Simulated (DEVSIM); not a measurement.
Device: illuminated Si p-on-n cell, one wavelength, at 300 K.

```csv
layer (left to right),material,thickness (μm),Nd (cm⁻³),Na (cm⁻³),τn (s),τp (s),absorption coefficient (cm⁻¹)
1,Si,0.290,-,9.9e17,9.3e-5,1.3e-5,5100
2,Si,26.0,1.9e15,-,0.00016,0.00016,5100
```

Left contact: ohmic, minority electron recombination velocity 800 cm/s. Right contact: ohmic, minority hole recombination velocity 8e5 cm/s. Voltage is applied to the left contact. Recombination: SRH at mid-gap, radiative, Auger. Gap narrowing is on: ΔEg = 6.92 meV × (l + √(l² + 0.5)), l = ln(N/1.3e17 cm⁻³), shared equally by both band edges. Light enters at the left, 2.8e18 photons cm⁻² s⁻¹, one pass, no reflection. Mobility is constant in doping.

This is a model device: material constants are rounded textbook-type values typed into the input, and sizes, dopings and lifetimes were drawn at random. Values at 300 K.

```csv
parameter,Si
gap (eV),1.124
affinity (eV),4.05
permittivity,11.7
Nc (cm⁻³),2.86e19
Nv (cm⁻³),3.1e19
μn (cm²/Vs),1417
μp (cm²/Vs),470
B (cm³/s),4.7e-15
Cn (cm⁶/s),2.8e-31
Cp (cm⁶/s),9.9e-32
```

Simulated with DEVSIM: 1D drift-diffusion, Boltzmann statistics, complete ionisation; no tunnelling, impact ionisation, image-force lowering or self-heating.

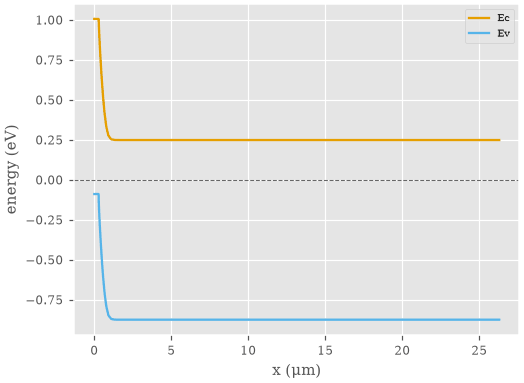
Fig. 1. Band edges at zero bias, in the dark

Energies count from the Fermi level of the right contact; mesh points crowd at the junctions.

```json
[
 {"x (μm)": "0.000", "Ec (eV)": "1.006", "Ev (eV)": "-0.089", "n (cm⁻³)": "360", "p (cm⁻³)": "9.9e17", "field (V/cm)": "≈ 0"},
 {"x (μm)": "0.02439", "Ec (eV)": "1.006", "Ev (eV)": "-0.089", "n (cm⁻³)": "360", "p (cm⁻³)": "9.9e17", "field (V/cm)": "≈ 0"},
 {"x (μm)": "0.06927", "Ec (eV)": "1.006", "Ev (eV)": "-0.089", "n (cm⁻³)": "360", "p (cm⁻³)": "9.9e17", "field (V/cm)": "≈ 0"},
 {"x (μm)": "0.1508", "Ec (eV)": "1.006", "Ev (eV)": "-0.089", "n (cm⁻³)": "360", "p (cm⁻³)": "9.9e17", "field (V/cm)": "≈ 0"},
 {"x (μm)": "0.2445", "Ec (eV)": "1.006", "Ev (eV)": "-0.089", "n (cm⁻³)": "360", "p (cm⁻³)": "9.9e17", "field (V/cm)": "≈ 0"},
 {"x (μm)": "0.2785", "Ec (eV)": "1.004", "Ev (eV)": "-0.091", "n (cm⁻³)": "380", "p (cm⁻³)": "9.3e17", "field (V/cm)": "-4300"},
 {"x (μm)": "0.3006", "Ec (eV)": "0.958", "Ev (eV)": "-0.166", "n (cm⁻³)": "2300", "p (cm⁻³)": "5.1e16", "field (V/cm)": "-28000"},
 {"x (μm)": "0.3582", "Ec (eV)": "0.838", "Ev (eV)": "-0.286", "n (cm⁻³)": "240000", "p (cm⁻³)": "4.9e14", "field (V/cm)": "-18000"},
 {"x (μm)": "0.4581", "Ec (eV)": "0.671", "Ev (eV)": "-0.453", "n (cm⁻³)": "1.5e8", "p (cm⁻³)": "7.7e11", "field (V/cm)": "-15000"},
 {"x (μm)": "0.6659", "Ec (eV)": "0.417", "Ev (eV)": "-0.707", "n (cm⁻³)": "2.8e12", "p (cm⁻³)": "4.2e7", "field (V/cm)": "-9200"},
 {"x (μm)": "1.099", "Ec (eV)": "0.253", "Ev (eV)": "-0.870", "n (cm⁻³)": "1.6e15", "p (cm⁻³)": "74000", "field (V/cm)": "-480"},
 {"x (μm)": "2.480", "Ec (eV)": "0.249", "Ev (eV)": "-0.875", "n (cm⁻³)": "1.9e15", "p (cm⁻³)": "62000", "field (V/cm)": "≈ 0"},
 {"x (μm)": "4.877", "Ec (eV)": "0.249", "Ev (eV)": "-0.875", "n (cm⁻³)": "1.9e15", "p (cm⁻³)": "62000", "field (V/cm)": "≈ 0"},
 {"x (μm)": "9.866", "Ec (eV)": "0.249", "Ev (eV)": "-0.875", "n (cm⁻³)": "1.9e15", "p (cm⁻³)": "62000", "field (V/cm)": "≈ 0"},
 {"x (μm)": "19.53", "Ec (eV)": "0.249", "Ev (eV)": "-0.875", "n (cm⁻³)": "1.9e15", "p (cm⁻³)": "62000", "field (V/cm)": "≈ 0"},
 {"x (μm)": "23.05", "Ec (eV)": "0.249", "Ev (eV)": "-0.875", "n (cm⁻³)": "1.9e15", "p (cm⁻³)": "62000", "field (V/cm)": "≈ 0"},
 {"x (μm)": "24.81", "Ec (eV)": "0.249", "Ev (eV)": "-0.875", "n (cm⁻³)": "1.9e15", "p (cm⁻³)": "62000", "field (V/cm)": "≈ 0"},
 {"x (μm)": "25.59", "Ec (eV)": "0.249", "Ev (eV)": "-0.875", "n (cm⁻³)": "1.9e15", "p (cm⁻³)": "62000", "field (V/cm)": "≈ 0"},
 {"x (μm)": "26.04", "Ec (eV)": "0.249", "Ev (eV)": "-0.875", "n (cm⁻³)": "1.9e15", "p (cm⁻³)": "62000", "field (V/cm)": "≈ 0"},
 {"x (μm)": "26.18", "Ec (eV)": "0.249", "Ev (eV)": "-0.875", "n (cm⁻³)": "1.9e15", "p (cm⁻³)": "62000", "field (V/cm)": "≈ 0"},
 {"x (μm)": "26.25", "Ec (eV)": "0.249", "Ev (eV)": "-0.875", "n (cm⁻³)": "1.9e15", "p (cm⁻³)": "62000", "field (V/cm)": "≈ 0"},
 {"x (μm)": "26.29", "Ec (eV)": "0.249", "Ev (eV)": "-0.875", "n (cm⁻³)": "1.9e15", "p (cm⁻³)": "62000", "field (V/cm)": "≈ 0"}
]
```
